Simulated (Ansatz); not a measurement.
# BH$_{4}$Br: geometry relaxation

- system: BH$_{4}$Br
- method: RKS revPBE/def2-TZVP (Ansatz 0.2.0)

The input holds or restrains some coordinates. Forces given for the steps count only the free coordinates. It belongs to a series of runs on one base structure; here: pulled along the bonds that form and break, towards end A. Figures and captions count atoms from 1; the log counts them from 0 in places.

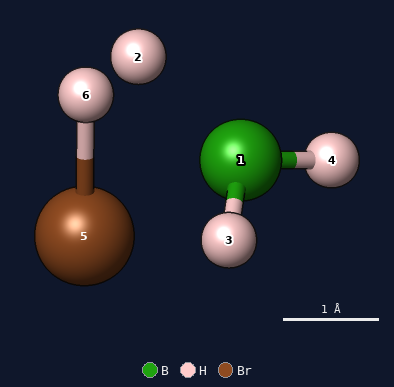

*The structure as given in the input (ball-and-stick view, seen at a tilt; atoms are numbered from 1 in the order of the input).*

Bond lengths as drawn: Br–H 1.66 Å and B–H 1.19 Å.

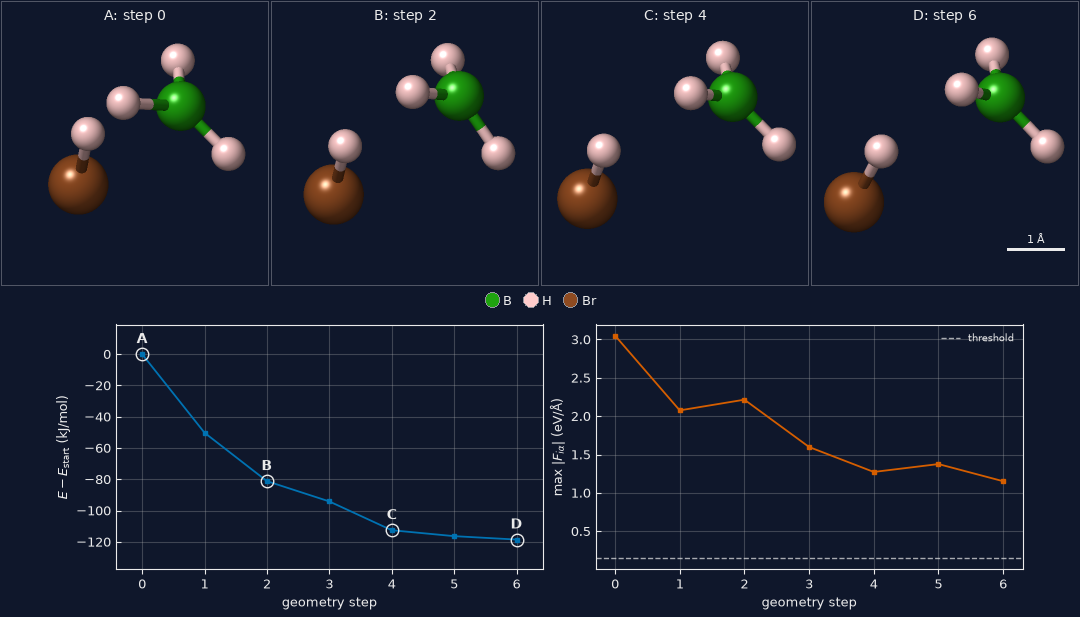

*Frames of the restrained relaxation (ball-and-stick view, seen at a tilt) above the curves, on which the letters mark them (the first geometry is step 0 here and step 1 in the log).*

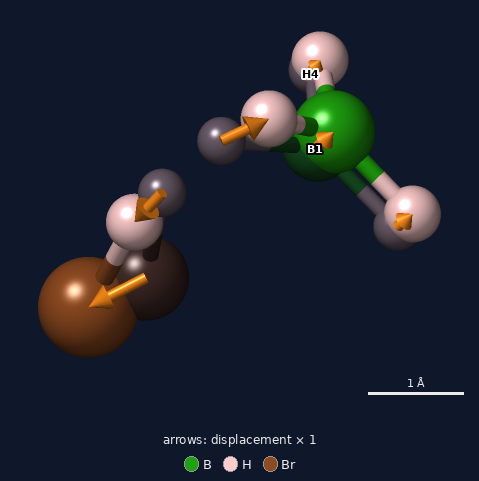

*Start (faint) and end (solid) with the displacements as orange arrows, at true length (ball-and-stick view, seen at a tilt). The two geometries are laid on each other by the best rigid fit.*

After 6 geometry steps the energy has fallen by 118.5 kJ/mol. The largest force component goes from 3.1 to 1.2 eV/Å. Br5 moves most after the best rigid fit: 0.68 Å. By element the largest moves are Br 0.68 Å, H 0.56 Å, B 0.25 Å. Among the contacts that change: B1–H2 1.540 → 1.199 Å, Br5–H6 1.661 → 1.507 Å, B1–H3 1.190 → 1.199 Å. New bonds form: B1–H2 (1.54 → 1.20 Å). (Atoms are counted from 1 in the order of the input.)

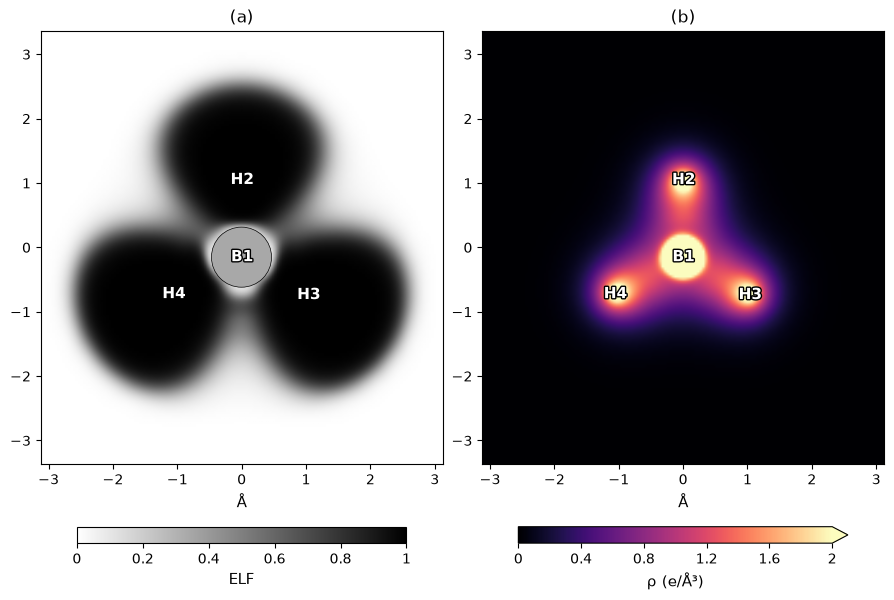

*(a) ELF; (b) total electron density on the plane of atoms H2, B1 and H4. Grey discs, where drawn, cover atomic cores.*

The section cuts through B and H sites.

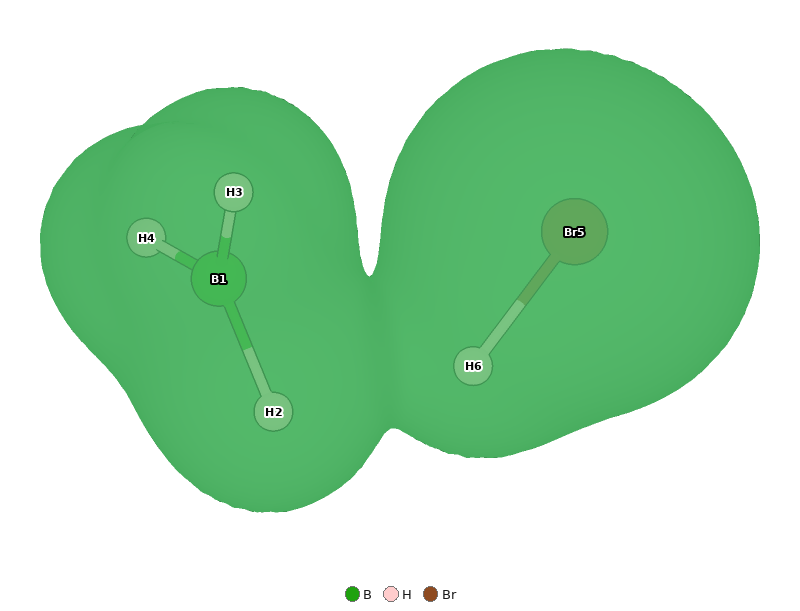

*Isosurface of the electron density at 0.08 e/Å³ (green), seen at a tilt.*

At this value the surface is in one piece. On the grid the lowest density along these lines, outside the cores, is 0.12 e/Å³ (B···H, 2.35 Å), 1.3 e/Å³ (B–H, 1.20 Å) and 1.1 e/Å³ (Br–H, 1.51 Å).

These pictures come from the run below.

Input
```yaml
crystal:
  periodic: [false, false, false]
  atoms:
    - { symbol: B, position_ang: [0.0, 0.0, 0.0] }
    - { symbol: H, position_ang: [0.0, 0.0, 1.54] }
    - { symbol: H, position_ang: [1.0305, 0.0, -0.595] }
    - { symbol: H, position_ang: [-1.0305, 0.0, -0.595] }
    - { symbol: Br, position_ang: [0.0978, -2.2185, 0.7379] }
    - { symbol: H, position_ang: [0.0382, -0.8668, 1.7013] }
basis:
  gaussian: { orbitals: def2-TZVP }
hamiltonian:
  xc: revpbe
relax:
  f_tol: 0.15
  max_steps: 25
  restrain:
    - { distance: [0, 4], at: 3.24, k: 30.0 }
    - { distance: [5, 1], at: 1.86, k: 30.0 }
    - { distance: [0, 1], at: 1.19, k: 30.0 }
    - { distance: [5, 4], at: 1.55, k: 30.0 }
output:
  orbitals: {}
```

Launched with:
```bash
ansatz run input.yaml --threads 2 --pin off --max-ram 3072MiB --backend cpu --events-out ev --progress --plain --runs-dir out
```

Log
```
The last accepted step is kept in [file] (removed where the run ends without a failure and the disk answers)
Engine: ansatz 0.2.0, x86_64-unknown-linux-gnu
Functional definition: revPBE
  parameter kappa = 1.245
  parameter beta = 0.06672455060314922
  exchange = pbe_x(kappa = kappa, mu = beta*pi^2/3)
  correlation = pbe_c(beta = beta)
721 factors; their error is unknown
mean field evaluation 1: about -70775.8660 eV, gradient 3.3e1 eV
mean field evaluation 2: about -70770.1553 eV, gradient 5.1e1 eV
mean field evaluation 4: about -70779.3751 eV, gradient 2.7e0 eV
mean field evaluation 8: about -70779.3871 eV, gradient 3.6e-2 eV
mean field evaluation 16: about -70779.3569 eV, gradient 4.8e-5 eV
mean field -70779.35694371 eV, -2601.0933917102 hartree, gradient 4.8e-5 eV, S^2 0.000000; 0 other end points of the search recorded, 0 dependent functions left out
the calculation of the forces begins
reference -70779.35698897 eV, -2601.0933933735 hartree; 22, 22 occupied and 81, 81 virtual orbitals, 721 factors
relax step   1: F+E_penalty+E_count = -70779.35694371 eV  Δ(F+E_penalty+E_count) = +0.000e0 eV  max|allowed force component| = 3.050e0 eV/Å  E_restraint = 28.50338340 eV  max|allowed force component, restraints' pulls added| = 3.233e1 eV/Å  Δτ_max = 0.0000 Å  (26 SCF iters, accepted)
  distance B 0 - Br 4 = 2.3400 Å
  distance H 5 - H 1 = 0.8825 Å
  distance B 0 - H 1 = 1.5400 Å
  distance H 5 - Br 4 = 1.6610 Å
these checks for a lower state are left out or cut short: starts, cluster_reference, orbital_swaps, neighbouring_geometries, increment
721 factors; their error is unknown
mean field -70779.87763770 eV, -2601.1125268613 hartree, gradient 4.9e-6 eV, S^2 0.000000; 0 other end points of the search recorded, 0 dependent functions left out
the calculation of the forces begins
reference -70779.87768361 eV, -2601.1125285485 hartree; 22, 22 occupied and 81, 81 virtual orbitals, 721 factors
relax step   2: F+E_penalty+E_count = -70779.87763770 eV  Δ(F+E_penalty+E_count) = -5.207e-1 eV  max|allowed force component| = 2.076e0 eV/Å  E_restraint = 12.45499967 eV  max|allowed force component, restraints' pulls added| = 2.179e1 eV/Å  Δτ_max = 0.1934 Å  (35 SCF iters, accepted)
  distance B 0 - Br 4 = 2.6381 Å
  distance H 5 - H 1 = 1.2215 Å
  distance B 0 - H 1 = 1.4223 Å
  distance H 5 - Br 4 = 1.6301 Å
these checks for a lower state are left out or cut short: starts, cluster_reference, orbital_swaps, neighbouring_geometries, increment
721 factors; their error is unknown
mean field evaluation 32: about -70780.1984 eV, gradient 2.3e-5 eV
mean field -70780.19840578 eV, -2601.1243148707 hartree, gradient 2.3e-5 eV, S^2 0.000000; 0 other end points of the search recorded, 0 dependent functions left out
the calculation of the forces begins
reference -70780.19845261 eV, -2601.1243165919 hartree; 22, 22 occupied and 81, 81 virtual orbitals, 721 factors
relax step   3: F+E_penalty+E_count = -70780.19840578 eV  Δ(F+E_penalty+E_count) = -3.208e-1 eV  max|allowed force component| = 2.215e0 eV/Å  E_restraint = 2.84619748 eV  max|allowed force component, restraints' pulls added| = 9.545e0 eV/Å  Δτ_max = 0.1992 Å  (34 SCF iters, accepted)
  distance B 0 - Br 4 = 2.9108 Å
  distance H 5 - H 1 = 1.5867 Å
  distance B 0 - H 1 = 1.2714 Å
  distance H 5 - Br 4 = 1.5564 Å
these checks for a lower state are left out or cut short: starts, cluster_reference, orbital_swaps, neighbouring_geometries, increment
721 factors; their error is unknown
mean field -70780.33281910 eV, -2601.1292544693 hartree, gradient 6.3e-6 eV, S^2 0.000000; 0 other end points of the search recorded, 0 dependent functions left out
the calculation of the forces begins
reference -70780.33286686 eV, -2601.1292562245 hartree; 22, 22 occupied and 81, 81 virtual orbitals, 721 factors
relax step   4: F+E_penalty+E_count = -70780.33281910 eV  Δ(F+E_penalty+E_count) = -1.344e-1 eV  max|allowed force component| = 1.598e0 eV/Å  E_restraint = 0.10857826 eV  max|allowed force component, restraints' pulls added| = 1.918e0 eV/Å  Δτ_max = 0.1946 Å  (28 SCF iters, accepted)
  distance B 0 - Br 4 = 3.1626 Å
  distance H 5 - H 1 = 1.8691 Å
  distance B 0 - H 1 = 1.1910 Å
  distance H 5 - Br 4 = 1.5158 Å
these checks for a lower state are left out or cut short: starts, cluster_reference, orbital_swaps, neighbouring_geometries, increment
721 factors; their error is unknown
mean field -70780.52360827 eV, -2601.1362658418 hartree, gradient 1.3e-5 eV, S^2 0.000000; 0 other end points of the search recorded, 0 dependent functions left out
the calculation of the forces begins
reference -70780.52365632 eV, -2601.1362676078 hartree; 22, 22 occupied and 81, 81 virtual orbitals, 721 factors
relax step   5: F+E_penalty+E_count = -70780.52360827 eV  Δ(F+E_penalty+E_count) = -1.908e-1 eV  max|allowed force component| = 1.273e0 eV/Å  E_restraint = 0.05557386 eV  max|allowed force component, restraints' pulls added| = 1.097e0 eV/Å  Δτ_max = 0.1999 Å  (28 SCF iters, accepted)
  distance B 0 - Br 4 = 3.1940 Å
  distance H 5 - H 1 = 1.8736 Å
  distance B 0 - H 1 = 1.1950 Å
  distance H 5 - Br 4 = 1.5129 Å
these checks for a lower state are left out or cut short: starts, cluster_reference, orbital_swaps, neighbouring_geometries, increment
721 factors; their error is unknown
mean field -70780.56284005 eV, -2601.1377075832 hartree, gradient 1.7e-5 eV, S^2 0.000000; 0 other end points of the search recorded, 0 dependent functions left out
the calculation of the forces begins
reference -70780.56288774 eV, -2601.1377093359 hartree; 22, 22 occupied and 81, 81 virtual orbitals, 721 factors
relax step   6: F+E_penalty+E_count = -70780.56284005 eV  Δ(F+E_penalty+E_count) = -3.923e-2 eV  max|allowed force component| = 1.376e0 eV/Å  E_restraint = 0.01632865 eV  max|allowed force component, restraints' pulls added| = 5.249e-1 eV/Å  Δτ_max = 0.2000 Å  (33 SCF iters, accepted)
  distance B 0 - Br 4 = 3.2390 Å
  distance H 5 - H 1 = 1.8677 Å
  distance B 0 - H 1 = 1.2035 Å
  distance H 5 - Br 4 = 1.5209 Å
these checks for a lower state are left out or cut short: starts, cluster_reference, orbital_swaps, neighbouring_geometries, increment
721 factors; their error is unknown
mean field -70780.58541488 eV, -2601.1385371929 hartree, gradient 1.4e-5 eV, S^2 0.000000; 0 other end points of the search recorded, 0 dependent functions left out
the calculation of the forces begins
reference -70780.58546261 eV, -2601.1385389471 hartree; 22, 22 occupied and 81, 81 virtual orbitals, 721 factors
relax step   7: F+E_penalty+E_count = -70780.58541488 eV  Δ(F+E_penalty+E_count) = -2.257e-2 eV  max|allowed force component| = 1.152e0 eV/Å  E_restraint = 0.02942704 eV  max|allowed force component, restraints' pulls added| = 1.107e-1 eV/Å  Δτ_max = 0.0342 Å  (29 SCF iters, accepted)
  distance B 0 - Br 4 = 3.2381 Å
  distance H 5 - H 1 = 1.8615 Å
  distance B 0 - H 1 = 1.1988 Å
  distance H 5 - Br 4 = 1.5067 Å
721 factors; their error is unknown
mean field evaluation 64: about -70780.5854 eV, gradient 2.5e-5 eV
mean field -70780.58541488 eV, -2601.1385371929 hartree, gradient 2.5e-5 eV, S^2 0.000000; 1 other end points of the search recorded, 0 dependent functions left out
the calculation of the forces begins
reference -70780.58546261 eV, -2601.1385389471 hartree; 22, 22 occupied and 81, 81 virtual orbitals, 721 factors
Total energy: -70780.58546261 eV, -2601.1385389471 hartree
Atom 0 at    -0.002884     0.254329    -0.009617 Å, force     0.002904    -0.128363    -0.205896 eV/Å
Atom 1 at     0.003164     0.416413     1.178150 Å, force    -0.002321     0.107627     0.244989 eV/Å
Atom 2 at     1.040062     0.246900    -0.600207 Å, force    -0.004776     0.004305    -0.011092 eV/Å
Atom 3 at    -1.053212     0.151448    -0.577489 Å, force     0.002398     0.011054    -0.013039 eV/Å
Atom 4 at     0.098378    -2.777581     1.122791 Å, force    -0.037490     1.152414     0.410126 eV/Å
Atom 5 at     0.050492    -1.376809     1.675573 Å, force     0.039284    -1.147036    -0.425088 eV/Å
Dipole moment:    -0.004824     0.127869     0.076249 e Å
```

Trajectory as extended XYZ (Å, eV, eV/Å), 7 frames, from step=1 to step=7
```
6
Properties=species:S:1:pos:R:3:forces:R:3 step=1 energy=-70779.35694
B     0.0000    0.0000    0.0000    0.0870  -1.7400   1.2601
H     0.0000    0.0000    1.5400   -0.1038   3.0504  -1.5531
H     1.0305    0.0000   -0.5950    0.4456   0.6732   0.6106
H    -1.0305    0.0000   -0.5950   -0.4673   0.5098   0.6267
Br    0.0978   -2.2185    0.7379   -0.0050  -1.6720  -0.4025
H     0.0382   -0.8668    1.7013    0.0434  -0.8214  -0.5418
6
Properties=species:S:1:pos:R:3:forces:R:3 step=2 energy=-70779.87764
B    -0.0045    0.1388    0.0176    0.1422  -1.5516   1.6241
H    -0.0070    0.1652    1.4397   -0.0159   1.0710  -2.0757
H     1.0321    0.0081   -0.5870    0.0731   0.5956   0.5141
H    -1.0340    0.0065   -0.5877   -0.1879   0.4883   0.4602
Br    0.1041   -2.3784    0.7995   -0.0623   0.5201   0.7758
H     0.0453   -1.0256    1.7071    0.0508  -1.1233  -1.2984
6
Properties=species:S:1:pos:R:3:forces:R:3 step=3 energy=-70780.19841
B    -0.0087    0.2834    0.0394    0.1598  -2.2153   0.2021
H    -0.0129    0.3165    1.3103   -0.0037   0.8649  -1.1094
H     1.0275    0.0167   -0.5791   -0.3499   0.8752   0.5287
H    -1.0324    0.0141   -0.5816    0.1992   0.7910   0.4525
Br    0.1092   -2.5045    0.8677   -0.0712   1.1737   1.0005
H     0.0533   -1.2116    1.7324    0.0659  -1.4894  -1.0745
6
Properties=species:S:1:pos:R:3:forces:R:3 step=4 energy=-70780.33282
B    -0.0072    0.3379   -0.0155   -0.2690  -1.2725   1.0962
H    -0.0115    0.4003    1.1739   -0.0111   0.7319   0.3521
H     0.9654    0.1065   -0.5592    1.5982   0.3151  -0.8018
H    -0.9846    0.0979   -0.5700   -1.3157   0.3426  -0.6433
Br    0.1147   -2.6600    0.9847   -0.0585   1.1566   0.7604
H     0.0592   -1.3679    1.7754    0.0562  -1.2737  -0.7636
6
Properties=species:S:1:pos:R:3:forces:R:3 step=5 energy=-70780.52361
B     0.0043    0.2901   -0.0327   -0.0247  -0.6639   0.3032
H     0.0240    0.3368    1.1612   -0.0045   0.4292   0.2316
H     1.0044    0.2835   -0.6435    0.6461   0.2112  -0.2723
H    -1.0126    0.1240   -0.5957   -0.6277   0.1421  -0.2318
Br    0.0843   -2.7091    1.0627   -0.0396   1.1544   0.7052
H     0.0316   -1.4106    1.8373    0.0504  -1.2730  -0.7359
6
Properties=species:S:1:pos:R:3:forces:R:3 step=6 energy=-70780.56284
B     0.0011    0.2333    0.0026   -0.0532   0.1842  -0.3458
H     0.0031    0.4436    1.1876    0.0159  -0.0475   0.1748
H     1.0405    0.2570   -0.6037   -0.0736  -0.1052   0.0953
H    -1.0526    0.1481   -0.5748    0.1092  -0.0862   0.0898
Br    0.0951   -2.8000    1.1347   -0.0406   1.3758   0.4230
H     0.0488   -1.3672    1.6428    0.0424  -1.3212  -0.4372
6
Properties=species:S:1:pos:R:3:forces:R:3 step=7 energy=-70780.58541
B    -0.0029    0.2543   -0.0096    0.0029  -0.1284  -0.2059
H     0.0032    0.4164    1.1782   -0.0023   0.1076   0.2450
H     1.0401    0.2469   -0.6002   -0.0048   0.0043  -0.0111
H    -1.0532    0.1514   -0.5775    0.0024   0.0111  -0.0130
Br    0.0984   -2.7776    1.1228   -0.0375   1.1524   0.4101
H     0.0505   -1.3768    1.6756    0.0393  -1.1470  -0.4251
```

Results in brief

```tsv
quantity	value
outcome	converged under the restraints of the input
total energy	−70780.5855 eV
mean-field energy	−70780.5855 eV
largest force (length of the vector) at the end, held atoms and coordinates included	1.224 eV/Å
hardware	2 threads of Intel Xeon @ 2.50GHz (Skylake/Cascade Lake), 32 GiB of memory available, shared host
wall time	17 s (CPU time 31 s)
peak memory	0.17 GiB
```
